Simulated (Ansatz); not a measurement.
**Nudged elastic band of CH₇BrSn (part 2 of 2)**

The same run, continued: CH₇BrSn; UKS LDA/def2-SVP (Ansatz 0.2.0). It belongs to a series of runs on one base structure; here: band between the two ends.

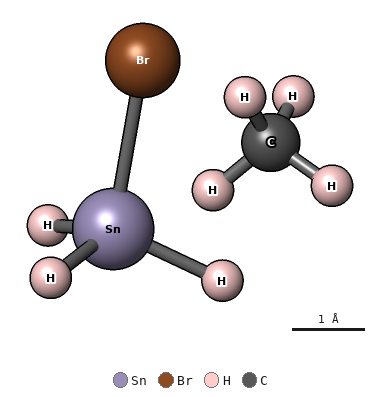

The starting structure (ball-and-stick view, seen at a tilt). Sticks mark near contacts.

## The last band as extended XYZ, continued
```
10
Properties=species:S:1:pos:R:3:forces:R:3 image=8 energy=-76900.58770
Sn   -0.7650   -0.9249   -0.2444   -0.0109   0.0045   0.0017
Br    2.9479   -0.6611    0.4875    0.0280  -0.0065   0.0025
H     0.1643   -1.5219   -1.5566   -0.0002   0.0062   0.0043
H    -0.4553   -1.8399    1.1715   -0.0041   0.0082   0.0017
H    -2.4355   -1.0055   -0.6383   -0.0116  -0.0153  -0.0051
H     1.7869    0.1548    0.2124    0.0197   0.0006  -0.0112
C    -0.3464    1.1589    0.0928   -0.0098   0.0076   0.0022
H     0.6672    1.3946    0.4854   -0.0077  -0.0188   0.0101
H    -0.4908    1.7154   -0.8548    0.0030   0.0067  -0.0006
H    -1.0730    1.5294    0.8446   -0.0065   0.0068  -0.0057
10
Properties=species:S:1:pos:R:3:forces:R:3 image=9 energy=-76900.60567
Sn   -0.8115   -0.9556   -0.1945   -0.0025  -0.0027  -0.0005
Br    2.9980   -0.5011    0.2526   -0.0029   0.0068  -0.0064
H     0.1484   -1.5745   -1.4744   -0.0011  -0.0005   0.0032
H    -0.5346   -1.8542    1.2393   -0.0031   0.0001   0.0011
H    -2.4722   -1.0561   -0.6276    0.0004  -0.0002  -0.0004
H     1.8571    0.3485    0.0092    0.0061   0.0000  -0.0039
C    -0.3446    1.1153    0.1453   -0.0038   0.0011   0.0001
H     0.5248    1.2426    0.8258   -0.0021  -0.0026   0.0089
H    -0.1517    1.6377   -0.8136    0.0116  -0.0024   0.0014
H    -1.2137    1.5974    0.6380   -0.0028   0.0004  -0.0035
10
Properties=species:S:1:pos:R:3:forces:R:3 image=10 energy=-76900.61327
Sn   -0.8494   -1.0003   -0.1585   -0.0015   0.0074   0.0012
Br    3.0248   -0.2508   -0.0710   -0.0159   0.0095   0.0012
H     0.1751   -1.6801   -1.3524   -0.0015  -0.0031   0.0014
H    -0.7255   -1.8859    1.3056    0.0038  -0.0009  -0.0049
H    -2.4779   -1.0321   -0.7076   -0.0001  -0.0029  -0.0002
H     1.8167    0.5411   -0.0451    0.0160  -0.0109   0.0012
C    -0.3021    1.0476    0.2052   -0.0005   0.0107   0.0021
H     0.3960    1.1229    1.0660   -0.0064   0.0008  -0.0088
H     0.1518    1.5036   -0.7006   -0.0029  -0.0057   0.0074
H    -1.2095    1.6340    0.4584    0.0089  -0.0049  -0.0007
```

The run was set up as follows.

## Input file
```yaml
crystal:
  periodic: [false, false, false]
  atoms:
    - { symbol: Sn, position_ang: [-0.193867, -1.7567, -0.51054] }
    - { symbol: Br, position_ang: [2.241447, -1.243958, -0.615421] }
    - { symbol: H, position_ang: [-0.361252, -3.324773, -1.183746] }
    - { symbol: H, position_ang: [-0.626769, -1.708351, 1.145924] }
    - { symbol: H, position_ang: [-0.98623, -0.555869, -1.438568] }
    - { symbol: H, position_ang: [0.880621, 1.112775, 0.26148] }
    - { symbol: C, position_ang: [-0.015055, 1.716626, 0.519216] }
    - { symbol: H, position_ang: [0.290837, 2.571704, 1.153188] }
    - { symbol: H, position_ang: [-0.486836, 2.094552, -0.408993] }
    - { symbol: H, position_ang: [-0.742798, 1.093995, 1.077559] }
magnetization:
  spin_polarized: true
basis:
  gaussian: { orbitals: def2-SVP }
hamiltonian:
  xc: lda
neb:
  order_check: false
  images: 9
  f_tol: 0.03
  max_iterations: 60
  final_atoms:
    - { symbol: Sn, position_ang: [-0.84939704, -1.00033764, -0.15846525] }
    - { symbol: Br, position_ang: [3.02479851, -0.25080339, -0.07095537] }
    - { symbol: H, position_ang: [0.17511582, -1.68006586, -1.35239843] }
    - { symbol: H, position_ang: [-0.72549235, -1.88593913, 1.30559935] }
    - { symbol: H, position_ang: [-2.47786851, -1.03206971, -0.70757058] }
    - { symbol: H, position_ang: [1.81667442, 0.54110431, -0.04510286] }
    - { symbol: C, position_ang: [-0.30208565, 1.0475708, 0.20518959] }
    - { symbol: H, position_ang: [0.39603566, 1.12294808, 1.06601875] }
    - { symbol: H, position_ang: [0.15179272, 1.50361421, -0.70060139] }
    - { symbol: H, position_ang: [-1.20947558, 1.63397933, 0.45838519] }
  initial_path:
    images:
      - { positions_ang: [[-0.193867, -1.7567, -0.51054], [2.241447, -1.243958, -0.615421], [-0.361252, -3.324773, -1.183746], [-0.626769, -1.708351, 1.145924], [-0.98623, -0.555869, -1.438568], [0.880621, 1.112775, 0.26148], [-0.015055, 1.716626, 0.519216], [0.290837, 2.571704, 1.153188], [-0.486836, 2.094552, -0.408993], [-0.742798, 1.093995, 1.077559]] }
      - { positions_ang: [[-0.23073765, -1.63419032, -0.47747413], [2.31577492, -1.13436039, -0.55377206], [-0.31469745, -3.18846728, -1.19404892], [-0.64459212, -1.68382239, 1.17087499], [-1.12050394, -0.52491028, -1.39546469], [0.9311526, 0.99435856, 0.26111306], [-0.02072769, 1.62265012, 0.48520093], [0.31797971, 2.47594496, 1.09346808], [-0.46332142, 2.00129444, -0.44968723], [-0.77022896, 1.07150358, 1.05988897]] }
      - { positions_ang: [[-0.2676083, -1.51168065, -0.44440827], [2.39010284, -1.02476278, -0.49212312], [-0.26814289, -3.05216157, -1.20435183], [-0.66241523, -1.65929377, 1.19582598], [-1.25477788, -0.49395157, -1.35236137], [0.98168419, 0.87594212, 0.26074611], [-0.02640039, 1.52867425, 0.45118585], [0.34512243, 2.38018593, 1.03374817], [-0.43980684, 1.90803689, -0.49038146], [-0.79765993, 1.04901216, 1.04221894]] }
      - { positions_ang: [[-0.30447895, -1.38917097, -0.4113424], [2.46443076, -0.91516517, -0.43047418], [-0.22158834, -2.91585585, -1.21465475], [-0.68023835, -1.63476516, 1.22077697], [-1.38905183, -0.46299285, -1.30925806], [1.03221579, 0.75752568, 0.26037917], [-0.03207308, 1.43469837, 0.41717078], [0.37226514, 2.28442689, 0.97402825], [-0.41629226, 1.81477933, -0.53107569], [-0.82509089, 1.02652074, 1.02454891]] }
      - { positions_ang: [[-0.3413496, -1.26666129, -0.37827654], [2.53875868, -0.80556756, -0.36882524], [-0.17503378, -2.77955014, -1.22495767], [-0.69806146, -1.61023655, 1.24572797], [-1.52332577, -0.43203413, -1.26615475], [1.08274739, 0.63910924, 0.26001222], [-0.03774577, 1.34072249, 0.38315571], [0.39940786, 2.18866785, 0.91430834], [-0.39277769, 1.72152177, -0.57176993], [-0.85252186, 1.00402933, 1.00687888]] }
      - { positions_ang: [[-0.37822025, -1.14415162, -0.34521067], [2.61308661, -0.69596996, -0.3071763], [-0.12847923, -2.64324442, -1.23526058], [-0.71588458, -1.58570793, 1.27067896], [-1.65759971, -0.40107541, -1.22305143], [1.13327899, 0.52069279, 0.25964528], [-0.04341847, 1.24674662, 0.34914063], [0.42655057, 2.09290881, 0.85458842], [-0.36926311, 1.62826421, -0.61246416], [-0.87995282, 0.98153791, 0.98920886]] }
      - { positions_ang: [[-0.47245561, -1.11538882, -0.30786159], [2.69542899, -0.60693664, -0.25993211], [-0.06776022, -2.45060871, -1.25868815], [-0.71780613, -1.64575417, 1.27766303], [-1.82165347, -0.52727427, -1.11995526], [1.26995807, 0.5247751, 0.19869565], [-0.0951519, 1.20691145, 0.32035042], [0.42044759, 1.89891667, 0.89687449], [-0.26505194, 1.60333421, -0.6300916], [-0.94585737, 1.11202619, 0.88304412]] }
      - { positions_ang: [[-0.56669097, -1.08662603, -0.27051251], [2.77777137, -0.51790333, -0.21268792], [-0.00704121, -2.257973, -1.28211572], [-0.71972769, -1.70580041, 1.28464711], [-1.98570723, -0.65347313, -1.01685909], [1.40663716, 0.5288574, 0.13774603], [-0.14688534, 1.16707629, 0.29156021], [0.41434461, 1.70492452, 0.93916055], [-0.16084078, 1.57840421, -0.64771905], [-1.01176192, 1.24251448, 0.77687939]] }
      - { positions_ang: [[-0.66092632, -1.05786323, -0.23316342], [2.86011375, -0.42887001, -0.16544374], [0.0536778, -2.06533728, -1.30554329], [-0.72164924, -1.76584665, 1.29163119], [-2.14976099, -0.77967199, -0.91376292], [1.54331625, 0.53293971, 0.0767964], [-0.19861878, 1.12724112, 0.26277001], [0.40824162, 1.51093237, 0.98144662], [-0.05662961, 1.55347421, -0.6653465], [-1.07766647, 1.37300276, 0.67071466]] }
      - { positions_ang: [[-0.75516168, -1.02910043, -0.19581434], [2.94245613, -0.3398367, -0.11819955], [0.11439681, -1.87270157, -1.32897086], [-0.7235708, -1.82589289, 1.29861527], [-2.31381475, -0.90587085, -0.81066675], [1.67999533, 0.53702201, 0.01584677], [-0.25035221, 1.08740596, 0.2339798], [0.40213864, 1.31694023, 1.02373268], [0.04758155, 1.52854421, -0.68297394], [-1.14357102, 1.50349104, 0.56454993]] }
      - { positions_ang: [[-0.84939704, -1.00033764, -0.15846525], [3.02479851, -0.25080339, -0.07095537], [0.17511582, -1.68006586, -1.35239843], [-0.72549235, -1.88593913, 1.30559935], [-2.47786851, -1.03206971, -0.70757058], [1.81667442, 0.54110431, -0.04510286], [-0.30208565, 1.0475708, 0.20518959], [0.39603566, 1.12294808, 1.06601875], [0.15179272, 1.50361421, -0.70060139], [-1.20947558, 1.63397933, 0.45838519]] }
```

Command:
```bash
ansatz run input.yaml --threads 4 --pin off --max-ram 5120MiB --backend cpu --events-out ev --progress --plain --runs-dir out
```

## Results in brief

- outcome: converged
- barrier, forward: 1.973 eV
- barrier, backward: 0.772 eV
- hardware: 4 threads of Arm Neoverse N1, 16 GiB of memory available, shared host
- wall time: 4.5 min (CPU time 16 min)
- peak memory: 0.19 GiB

## Remarks

The order of the saddle point was not checked.
